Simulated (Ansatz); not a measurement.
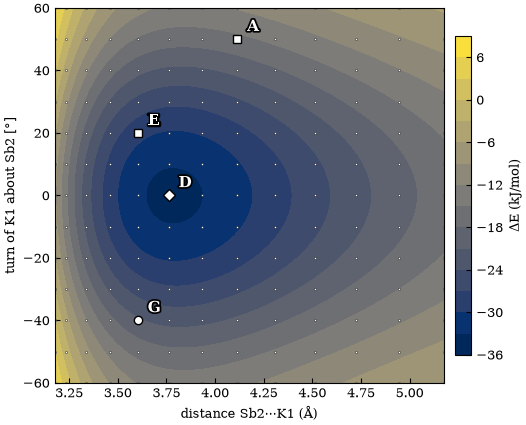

The pair K···H₃Sb, charge +1. The turn is about an axis along (0.33, −0.94, −0.07) in the frame of the relaxed pair, normal to the line between the partners. Coordinates scanned: (1) distance Sb2···K1; (2) turn of K1 about Sb2. The grid has 13 × 13 points. Points are written as (first, second). Energies are in kJ/mol, from the ion and the molecule far apart, frozen as in the relaxed pair, each in its own basis (no counterpoise correction). These are results of RHF/def2-TZVPD in Ansatz 0.2.0, not measurements.

Drawn: filled contours, dots at the grid points, lettered points. Between grid points the surface is interpolated.

> What kind of point is each of A, D, E, G: minimum, saddle, maximum or slope?

A: on a slope; D: minimum; E: on a slope; G: on a slope. (In these two coordinates alone; a stationary point may lie a little off the grid point.)

> Rank the lettered points by energy, lowest first.

D (−33.7 kJ/mol), E (−28.9 kJ/mol), G (−20.6 kJ/mol), A (−15.8 kJ/mol).
